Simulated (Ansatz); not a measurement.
# Fe wire along [100], 12 atoms a period: bands along the axis

What gap, if any, does the Fe wire along [100], 12 atoms a period have, and how many channels would it open?

Calculated with Ansatz 0.2.0; DFT PBE, plane waves, PAW; relaxation of a wire's period; PAW set soft_1, in the first sound run; inputs show where later runs differ.

## (1) The starting structure

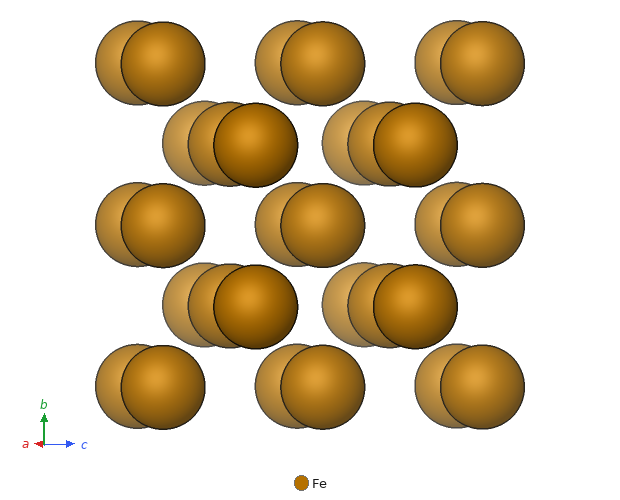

The cell as given, from the side, with the c axis across the page (iron orange). 1×1×2 cells are drawn. Some periodic images of atoms are drawn too.

The cell holds 12 atoms: 12 Fe. Its edges and angles: a = 12.460 Å, b = 12.460 Å, c = 2.830 Å, α = 90.0°, β = 90.0°, γ = 90.0°. Vacuum lies along a and b. The structure's axis is c.

## (2) The relaxed wire

Band widths follow the bond lengths, so the wire is relaxed first. The atoms and the third cell vector are free; the box across stays fixed as vacuum. Moments are seeded so that a magnetic state can form if it lies lower. A Fermi-Dirac smearing is set since the result may be a metal. The pressure printed is a third of the stress's trace over the whole box, vacuum included; only the stress along the axis is relaxed.

input.yaml reads:

```yaml
crystal:
  lattice:
    - [12.46, 0.0, 0.0]
    - [0.0, 12.46, 0.0]
    - [0.0, 0.0, 2.83]
  atoms:
    - { symbol: Fe, position: [0.386436597, 0.272873194, 0.0], spin: 2.4 }
    - { symbol: Fe, position: [0.386436597, 0.5, 0.0], spin: 2.4 }
    - { symbol: Fe, position: [0.386436597, 0.727126806, 0.0], spin: 2.4 }
    - { symbol: Fe, position: [0.613563403, 0.272873194, 0.0], spin: 2.4 }
    - { symbol: Fe, position: [0.613563403, 0.5, 0.0], spin: 2.4 }
    - { symbol: Fe, position: [0.613563403, 0.727126806, 0.0], spin: 2.4 }
    - { symbol: Fe, position: [0.272873194, 0.386436597, 0.5], spin: 2.4 }
    - { symbol: Fe, position: [0.272873194, 0.613563403, 0.5], spin: 2.4 }
    - { symbol: Fe, position: [0.5, 0.386436597, 0.5], spin: 2.4 }
    - { symbol: Fe, position: [0.5, 0.613563403, 0.5], spin: 2.4 }
    - { symbol: Fe, position: [0.727126806, 0.386436597, 0.5], spin: 2.4 }
    - { symbol: Fe, position: [0.727126806, 0.613563403, 0.5], spin: 2.4 }
magnetization:
  spin_polarized: true
kpoints:
  mp_grid: { grid: [1, 1, 29] }
scf:
  occupations: { method: fermi_dirac, width: 0.05 }
hamiltonian:
  xc: pbe
  pseudopotentials: { kind: paw, azcp: { folder: soft_1 } }
relax:
  cell: { fix: [a, b, alpha, beta, gamma] }
  max_steps: 45
  f_tol: 0.03
```

Launch:

```sh
$ ansatz run input.yaml --threads 4 --pin off --max-ram 16384MiB --backend cpu --events-out ev --progress --plain --runs-dir out
```

Numbers of over 12 decimals in the logs are rounded to 6 here.

The program printed:

```text
Engine: ansatz 0.2.0, x86_64-unknown-linux-gnu
Pseudopotentials: kind: paw
Pseudopotential: Fe, paw, valence charge 16, recommended cutoff 420 eV (normal), soft_1/Fe.paw.azcp
Functional definition: PBE
  parameter kappa = 0.804
  parameter beta = 0.066725
  exchange = pbe_x(kappa = kappa, mu = beta*pi^2/3)
  correlation = pbe_c(beta = beta)
Crystal: 12 atoms, lattice volume = 439.362 Å³
Basis set: ecut = 420 eV, 8569 PW (Γ), exchange–correlation on 180×180×40 points (8 copies of the dense FFT grid, shifted against one another)
Bands: 133, of which v1, the nominal top of the filled ones, is band 96 counted from 1 (95 counted from 0)
Symmetry: 16 space group operations
Space group: P42/mmc (ITA 131), of the structure as read, at distance tolerance 7.6e-5 Å
Magnetic group: BNS 131.435 (UNI 1095), of the structure as read, at distance tolerance 7.6e-5 Å
k-points: 15 of 29
Non-local potential: Fe, projectors of the file, l = 0: 3, l = 1: 2, l = 2: 3, l = 3: 1
PAW form: soft (Blöchl's): semilocal exchange-correlation on the pseudo side does not see the compensation charge
PAW one-centre angular grid: Fe, 590 points (default); XC on 64 Gauss nodes
Initial density: superposition of atomic densities (neutral atoms: chi_scale 0, normalization atom)
Starting moments: Σ|m| = 28.8 μB on 12 of 12 sites
Initial wavefunctions: pseudopotential atomic-orbital guess
Functional: x = pbe(κ = 0.804, μ = 0.219515), c = pbe(β = 0.066725)
SCF iter   1: F=—  HF=-53749.947884 eV  |F-HF|=—  |Δ(HF+E_count)|=         —  Δρ=4.35e-2 (↑2.69e-2 ↓4.35e-2)  dr2=3.99e1  dr2_m=3.83e0  M=31.182 μB ∫|m|=31.402 μB  β_m=0.30  ethr=3.10e-3  ⟨swp⟩=8.0  Hψ=17795  notcnv=0  defer=135
Mixer restart at iter 1: flushing history
preconditioner: auto → LDOS  [metal: Δε(μ)=0.005 eV  Ē_g=5.527 eV  σ=0.050 eV  W_gap=0.02  n_scr=86 (ndim 8)  ℏωp=17.4 eV  f_vac=0.529  D(μ)=19.98/eV (n_scr^D=174)]
spin=Collinear: LDOS preconditioning applied to the charge; magnetization (m = ρ↑ − ρ↓) channel mixes plain (no charge-response kernel on spin).
SCF iter   2: F=—  HF=-53746.329473 eV  |F-HF|=—  |Δ(HF+E_count)|=    3.62e0  Δρ=3.30e-2 (↑3.30e-2 ↓2.67e-2)  dr2=8.18e0  dr2_m=3.07e0  M=32.290 μB ∫|m|=32.673 μB  β_m=0.40  ethr=3.10e-3  ⟨swp⟩=3.0  Hψ=7120  notcnv=0  defer=431
SCF iter   3: F=—  HF=-53752.144361 eV  |F-HF|=—  |Δ(HF+E_count)|=    5.81e0  Δρ=1.90e-2 (↑1.28e-2 ↓1.90e-2)  dr2=4.68e-1  dr2_m=9.50e-1  M=32.840 μB ∫|m|=33.478 μB  β_m=0.46  ethr=3.10e-3  ⟨swp⟩=2.8  Hψ=7067  notcnv=0  defer=433
SCF iter   4: F=—  HF=-53753.901488 eV  |F-HF|=—  |Δ(HF+E_count)|=    1.76e0  Δρ=1.10e-2 (↑1.10e-2 ↓7.88e-3)  dr2=1.20e-1  dr2_m=3.35e-1  M=33.432 μB ∫|m|=34.334 μB  β_m=0.70  ethr=2.44e-4  ⟨swp⟩=2.8  Hψ=6307  notcnv=0  defer=425
SCF iter   5: F=—  HF=-53754.521106 eV  |F-HF|=—  |Δ(HF+E_count)|=         —  Δρ=2.98e-3 (↑2.98e-3 ↓2.75e-3)  dr2=6.59e-2  dr2_m=1.94e-2  M=34.024 μB ∫|m|=35.225 μB  β_m=0.70  ethr=6.24e-5  ⟨swp⟩=3.2  Hψ=7982  notcnv=0  defer=420
SCF iter   6: F=—  HF=-53754.527403 eV  |F-HF|=—  |Δ(HF+E_count)|=   6.30e-3  Δρ=1.36e-3 (↑9.35e-4 ↓1.36e-3)  dr2=1.21e-2  dr2_m=1.03e-3  M=34.009 μB ∫|m|=35.255 μB  β_m=0.64  ethr=3.43e-5  ⟨swp⟩=2.0  Hψ=6302  notcnv=0  defer=420
SCF iter   7: F=—  HF=-53754.528587 eV  |F-HF|=—  |Δ(HF+E_count)|=   1.18e-3  Δρ=6.13e-4 (↑5.13e-4 ↓6.13e-4)  dr2=1.81e-3  dr2_m=8.27e-4  M=34.057 μB ∫|m|=35.297 μB  β_m=0.76  ethr=6.31e-6  ⟨swp⟩=2.4  Hψ=6887  notcnv=0  defer=420
SCF iter   8: F=—  HF=-53754.531628 eV  |F-HF|=—  |Δ(HF+E_count)|=   3.04e-3  Δρ=2.84e-4 (↑2.16e-4 ↓2.84e-4)  dr2=3.68e-4  dr2_m=2.13e-4  M=34.078 μB ∫|m|=35.323 μB  β_m=0.75  ethr=9.44e-7  ⟨swp⟩=3.4  Hψ=8181  notcnv=0  defer=420
SCF iter   9: F=—  HF=-53754.531872 eV  |F-HF|=—  |Δ(HF+E_count)|=   2.45e-4  Δρ=1.29e-4 (↑1.29e-4 ↓6.93e-5)  dr2=2.02e-4  dr2_m=1.03e-5  M=34.088 μB ∫|m|=35.337 μB  β_m=0.77  ethr=1.91e-7  ⟨swp⟩=2.0  Hψ=5447  notcnv=0  defer=420
SCF iter  10: F=—  HF=-53754.531908 eV  |F-HF|=—  |Δ(HF+E_count)|=   3.59e-5  Δρ=4.12e-5 (↑4.12e-5 ↓2.20e-5)  dr2=1.16e-5  dr2_m=2.55e-6  M=34.091 μB ∫|m|=35.340 μB  β_m=0.76  ethr=1.05e-7  ⟨swp⟩=2.0  Hψ=5448  notcnv=0  defer=420
SCF iter  11: F=—  HF=-53754.531897 eV  |F-HF|=—  |Δ(HF+E_count)|=   1.09e-5  Δρ=1.47e-5 (↑1.46e-5 ↓1.47e-5)  dr2=1.91e-6  dr2_m=2.28e-7  M=34.091 μB ∫|m|=35.339 μB  β_m=0.69  ethr=6.06e-9  ⟨swp⟩=2.9  Hψ=6809  notcnv=0  defer=420
SCF iter  12: F=—  HF=-53754.531897 eV  |F-HF|=—  |Δ(HF+E_count)|=   4.36e-8  Δρ=9.64e-6 (↑4.62e-6 ↓9.64e-6)  dr2=2.46e-7  dr2_m=1.64e-7  M=34.091 μB ∫|m|=35.339 μB  β_m=0.81  ethr=9.94e-10  ⟨swp⟩=2.1  Hψ=5771  notcnv=0  defer=420
SCF iter  13: F=—  HF=-53754.531898 eV  |F-HF|=—  |Δ(HF+E_count)|=   2.73e-7  Δρ=3.45e-6 (↑1.54e-6 ↓3.45e-6)  dr2=1.28e-7  dr2_m=1.39e-8  M=34.091 μB ∫|m|=35.339 μB  β_m=0.75  ethr=1.28e-10  ⟨swp⟩=3.1  Hψ=7994  notcnv=0  defer=420
SCF iter  14: F=-53754.531898 eV  HF=-53754.531898 eV  |F-HF|=1.48e-9  |Δ(HF+E_count)|=   7.57e-9  Δρ=1.45e-6 (↑7.87e-7 ↓1.45e-6)  dr2=8.81e-9  dr2_m=2.64e-9  M=34.091 μB ∫|m|=35.339 μB  ethr=5.21e-11  ⟨swp⟩=2.1  Hψ=12522  notcnv=0
SCF 1 converged in 14 iterations: F = -53754.531898 eV  dr2 = 8.81e-9
  greatest PAW one-centre occupation: 1.001 electrons in one spin orbital (limit 2), on the Fe atom at site 11 (counted from 0), in its partial waves of l = 1
relax step   1: F+E_penalty+E_count = -53754.53189774 eV  Δ(F+E_penalty+E_count) = +0.000e0 eV  max|allowed force component| = 4.611e-1 eV/Å  Δτ_max = 0.0000 Å  P = -1.950 GPa  Ω = 439.362 Å³  fix = [a, b, alpha, beta, gamma]  reactions: a -1.468, b -1.468 GPa  (14 SCF iters, dr2 threshold 1.00e-7 eV, accepted)
Crystal: 12 atoms, lattice volume = 430.067 Å³
Basis set: ecut = 420 eV, 8457 PW (Γ), exchange–correlation on 180×180×40 points (8 copies of the dense FFT grid, shifted against one another)
Initial density: handed on by an earlier stage of this run
Starting moments: Σ|m| = 28.8 μB on 12 of 12 sites; this step starts from the density that it was given
Initial wavefunctions: those handed on with the density
iter 1 solved again at ethr=2.16e-5 eV; its pass at ethr=3.10e-3 eV (dr2=4.14e-2 eV) is discarded
SCF iter   1: F=—  HF=-53754.696210 eV  |F-HF|=—  |Δ(HF+E_count)|=         —  Δρ=3.35e-3 (↑3.35e-3 ↓1.67e-3)  dr2=4.35e-2  dr2_m=1.64e-2  M=33.741 μB ∫|m|=34.919 μB  β_m=0.65  ethr=2.16e-5  ⟨swp⟩=3.7  Hψ=18819  notcnv=0
preconditioner: auto → LDOS  [metal: Δε(μ)=0.011 eV  Ē_g=5.322 eV  σ=0.050 eV  W_gap=0.06  n_scr=36 (ndim 8)  ℏωp=17.5 eV  f_vac=0.554  D(μ)=14.76/eV (n_scr^D=94)]
[...]
relax step   4: F+E_penalty+E_count = -53754.74301071 eV  Δ(F+E_penalty+E_count) = -2.296e-3 eV  max|allowed force component| = 2.590e-2 eV/Å  Δτ_max = 0.0032 Å  P = -0.038 GPa  Ω = 420.053 Å³  energy of the carried Pulay correction = +8.177e-3 eV  fix = [a, b, alpha, beta, gamma]  reactions: a -0.059, b -0.059 GPa  (8 SCF iters, dr2 threshold 3.22e-7 eV, accepted)
Initial wavefunctions: pseudopotential atomic-orbital guess (no wavefunctions were taken with the density)
iter 1 solved again at ethr=9.90e-7 eV; its pass at ethr=3.10e-3 eV (dr2=1.90e-3 eV) is discarded
SCF iter   1: F=—  HF=-53754.733832 eV  |F-HF|=—  |Δ(HF+E_count)|=         —  Δρ=1.04e-4 (↑9.40e-5 ↓1.04e-4)  dr2=1.47e-4  dr2_m=2.02e-6  M=33.481 μB ∫|m|=34.593 μB  β_m=0.65  ethr=9.90e-7  ⟨swp⟩=4.2  Hψ=27160  notcnv=0
preconditioner: auto → LDOS  [metal: Δε(μ)=0.025 eV  Ē_g=5.383 eV  σ=0.050 eV  W_gap=0.12  n_scr=36 (ndim 8)  ℏωp=17.8 eV  f_vac=0.552  D(μ)=14.64/eV (n_scr^D=86)]
spin=Collinear: LDOS preconditioning applied to the charge; magnetization (m = ρ↑ − ρ↓) channel mixes plain (no charge-response kernel on spin).
SCF iter   2: F=—  HF=-53754.734195 eV  |F-HF|=—  |Δ(HF+E_count)|=   3.63e-4  Δρ=4.38e-5 (↑4.38e-5 ↓3.54e-5)  dr2=6.77e-5  dr2_m=3.20e-7  M=33.479 μB ∫|m|=34.591 μB  β_m=0.59  ethr=7.65e-8  ⟨swp⟩=2.0  Hψ=5372  notcnv=0
SCF iter   3: F=—  HF=-53754.734201 eV  |F-HF|=—  |Δ(HF+E_count)|=   5.18e-6  Δρ=2.76e-5 (↑2.76e-5 ↓1.57e-5)  dr2=5.69e-6  dr2_m=5.04e-7  M=33.478 μB ∫|m|=34.590 μB  β_m=0.57  ethr=3.53e-8  ⟨swp⟩=2.4  Hψ=5134  notcnv=0
SCF iter   4: F=—  HF=-53754.734203 eV  |F-HF|=—  |Δ(HF+E_count)|=   2.50e-6  Δρ=1.74e-5 (↑1.74e-5 ↓1.11e-5)  dr2=3.74e-6  dr2_m=3.52e-7  M=33.478 μB ∫|m|=34.590 μB  β_m=0.51  ethr=2.97e-9  ⟨swp⟩=2.3  Hψ=6544  notcnv=0
SCF iter   5: F=—  HF=-53754.734203 eV  |F-HF|=—  |Δ(HF+E_count)|=   2.62e-7  Δρ=6.89e-6 (↑6.89e-6 ↓4.36e-6)  dr2=3.57e-7  dr2_m=6.52e-8  M=33.478 μB ∫|m|=34.589 μB  β_m=0.58  ethr=1.95e-9  ⟨swp⟩=2.0  Hψ=5391  notcnv=0
SCF iter   6: F=—  HF=-53754.734203 eV  |F-HF|=—  |Δ(HF+E_count)|=   2.02e-7  Δρ=2.06e-6 (↑1.84e-6 ↓2.06e-6)  dr2=2.88e-8  dr2_m=4.20e-9  M=33.477 μB ∫|m|=34.589 μB  β_m=0.58  ethr=1.86e-10  ⟨swp⟩=2.4  Hψ=5810  notcnv=0
SCF iter   7: F=—  HF=-53754.734203 eV  |F-HF|=—  |Δ(HF+E_count)|=  2.69e-10  Δρ=8.14e-7 (↑6.96e-7 ↓8.14e-7)  dr2=3.78e-9  dr2_m=7.63e-10  M=33.477 μB ∫|m|=34.589 μB  β_m=0.62  ethr=1.50e-11  ⟨swp⟩=3.3  Hψ=7846  notcnv=0
SCF iter   8: F=—  HF=-53754.734203 eV  |F-HF|=—  |Δ(HF+E_count)|=   2.63e-7  Δρ=3.35e-7 (↑3.35e-7 ↓3.10e-7)  dr2=6.02e-10  dr2_m=1.97e-10  M=33.477 μB ∫|m|=34.589 μB  β_m=0.71  ethr=1.97e-12  ⟨swp⟩=3.8  Hψ=8111  notcnv=0
SCF iter   9: F=—  HF=-53754.734203 eV  |F-HF|=—  |Δ(HF+E_count)|=   1.67e-9  Δρ=1.21e-7 (↑6.66e-8 ↓1.21e-7)  dr2=4.64e-11  dr2_m=2.10e-11  M=33.478 μB ∫|m|=34.589 μB  β_m=0.80  ethr=1.00e-12  ⟨swp⟩=2.4  Hψ=5501  notcnv=0
SCF iter  10: F=-53754.734203 eV  HF=-53754.734203 eV  |F-HF|=1.46e-11  |Δ(HF+E_count)|=  8.73e-11  Δρ=3.47e-8 (↑2.95e-8 ↓3.47e-8)  dr2=1.31e-11  dr2_m=2.36e-12  M=33.478 μB ∫|m|=34.589 μB  ethr=1.00e-12  ⟨swp⟩=3.0  Hψ=12882  notcnv=0
SCF 5 converged in 10 iterations: F = -53754.734203 eV  dr2 = 1.31e-11
  greatest PAW one-centre occupation: 1.001 electrons in one spin orbital (limit 2), on the Fe atom at site 10 (counted from 0), in its partial waves of l = 1
relax step   5: F+E_penalty+E_count = -53754.73420323 eV  Δ(F+E_penalty+E_count) = +8.807e-3 eV  max|allowed force component| = 2.608e-2 eV/Å  Δτ_max = 0.0000 Å  P = -0.029 GPa  Ω = 420.053 Å³  fix = [a, b, alpha, beta, gamma]  reactions: a -0.049, b -0.049 GPa  stress off target by 1.01e-2 GPa on what of the cell is left free  SCF on the basis re-selected at this cell (its energy is not comparable with the rows above)  (10 SCF iters)
basis re-selected at this cell: Δ(F+E_penalty+E_count) = +8.807e-3 eV, ΔP = +0.009 GPa vs the last step (what re-selecting the basis moved, of the pressure what is left beyond the Pulay correction that the steps carried, after the strain that the cell walked since its last selection, with what the two solves' SCF thresholds leave and, on support functions, any second-order correction that the steps lacked; it is no m [...]
SCF converged after 10 iterations
Magnetization: 33.4775 μB (112.7388 up, 79.2612 down)
Absolute magnetization: 34.5925 μB (∫|ρ↑−ρ↓|, with the PAW one-centre terms)
Spin contamination: 0.5043 ħ² per cell (⟨S²⟩ above its minimum at these occupations)
Per-site moments (μB) at R_I (Å): [(2.829828, 0.990888), (2.374375, 0.990888), (2.829828, 0.990888), (2.829828, 0.990888), (2.374375, 0.990888), (2.829828, 0.990888), (2.829828, 0.990888), (2.829828, 0.990888), (2.374375, 0.990888), (2.374375, 0.990888), (2.829828, 0.990888), (2.829828, 0.990888)]
Free energy (F): -53754.734203 eV
Harris-Foulkes:  -53754.734203 eV  (|F-HF|=1.46e-11)
Internal energy: -53754.615782 eV  (E = F + TS)
E sigma→0 (E₀):  -53754.674992 eV
Entropy (-TS):   -0.118422 eV (-9.868 meV/atom)
Fermi energy:    3.588803 eV
--- Per-component energies (eV) ---
  E_band       = -5422.795319
  E_kinetic    = 3948.382525
  E_local      = -126558.334622  (includes V_loc(G=0)·N_el)
  E_nonlocal   = 3516.770458
  E_hartree    = 59650.239346
  E_xc         = -1308.500435
  E_vxc        = -1679.082649  (∫ρ·V_xc dr)
  E_paw        = -16612.325489  (= ΣΔE_a)
  E_vpaw       = -3950.998853  (= ΣTr[D̂ρ^β])
  E_aug_tail   = -0.011791  (compensation charges beyond the density's cutoff)
  E_ewald      = 23609.164226
  E_smearing   = -0.118422  (= −TS)
  E_closure    = 0.000000  (closes the sum)
  Σ components = -53754.734203   (vs F -53754.734203, Δ=0.00e0)
--- Forces (eV/Å), atoms counted from 1 ---
  atom   1  Fe     0.02608449    -0.01939552     0.00000000
  atom   2  Fe     0.00311389    -0.00000000     0.00000000
  atom   3  Fe     0.02608449     0.01939552     0.00000000
  atom   4  Fe    -0.02608449    -0.01939552    -0.00000000
  atom   5  Fe    -0.00311389     0.00000000    -0.00000000
  atom   6  Fe    -0.02608449     0.01939552    -0.00000000
  atom   7  Fe    -0.01939552     0.02608449    -0.00000000
  atom   8  Fe    -0.01939552    -0.02608449    -0.00000000
  atom   9  Fe    -0.00000000     0.00311389    -0.00000000
  atom  10  Fe     0.00000000    -0.00311389     0.00000000
  atom  11  Fe     0.01939552     0.02608449     0.00000000
  atom  12  Fe     0.01939552    -0.02608449     0.00000000
  max |Σ_I F_I| component: 1.39e-17 eV/Å
--- Stress (GPa, compression-positive) ---
       -0.048587       0.000000      -0.000000
        0.000000      -0.048587      -0.000000
       -0.000000      -0.000000       0.010143
  P = ⅓ Tr σ = -0.0290 GPa (-0.290 kbar)
--- Relaxed structure (4 steps of the walk, 4 accepted, 1 SCFs on fresh bases) ---
  F+E_penalty+E_count = -53754.73420323 eV   max|allowed force component| = 2.608e-2 eV/Å   (the final SCF, on the basis selected at the relaxed cell)
  cell:  # Å, volume = 420.0528 Å³
    - [12.46, 0, 0]
    - [0, 12.46, 0]
    - [0, 0, 2.705626]
  atoms:
    - { symbol: Fe, position: [0.386570, 0.272211, 0] }
    - { symbol: Fe, position: [0.384074, 0.500000, 0] }
    - { symbol: Fe, position: [0.386570, 0.727789, 0] }
    - { symbol: Fe, position: [0.613430, 0.272211, 0] }
    - { symbol: Fe, position: [0.615926, 0.500000, 0] }
    - { symbol: Fe, position: [0.613430, 0.727789, 0] }
    - { symbol: Fe, position: [0.272211, 0.386570, 0.5] }
    - { symbol: Fe, position: [0.272211, 0.613430, 0.5] }
    - { symbol: Fe, position: [0.500000, 0.384074, 0.5] }
    - { symbol: Fe, position: [0.500000, 0.615926, 0.5] }
    - { symbol: Fe, position: [0.727789, 0.386570, 0.5] }
    - { symbol: Fe, position: [0.727789, 0.613430, 0.5] }
```

Elapsed: 2.3 min, on 4 threads of Intel Xeon Platinum 8488C (Sapphire Rapids), shared host; peak memory 2.2 GiB.

[end of part 1 of 2]

[Logs are printed without paths, hosts, clocks, repeated set-up lines and the standing remarks that a program may print on its own settings, such as how far it seeks lower states.]

[Hosts, paths, dates, database ids (printed as entryN), source tags and the programs' standing remarks are cut or masked in the printed files.]
